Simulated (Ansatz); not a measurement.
The parent structure is MgS in the rock salt structure (space group Fm-3m, No. 225; a = 5.182 Å).

Perturbation: electron doping at 7.0×10^20 cm⁻³ (0.0244 per cell), with a uniform compensating background at fixed cell and a 300 K Fermi–Dirac width.

Computed with PBEsol (Ansatz, a first-principles code, PAW, spin-orbit coupling left out).

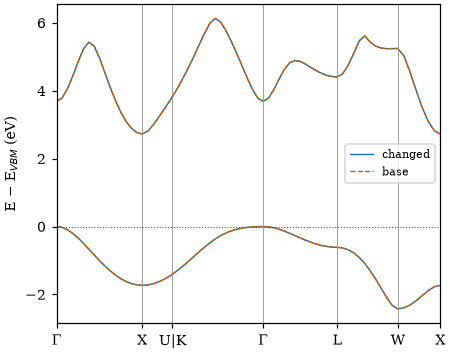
Figure: Highest valence and lowest conduction band along the path, each from its own valence-band maximum

**Question.** From the figure, how large is the changed gap, and is it direct?

**Answer.** About 2.7 eV, indirect, Γ → X.

Charged cell with a jellium background: band edges are those of the host's band count, energies are not comparable with the neutral cell, and many-body gap narrowing is missing. Whether these cells are dynamically stable was not tested.
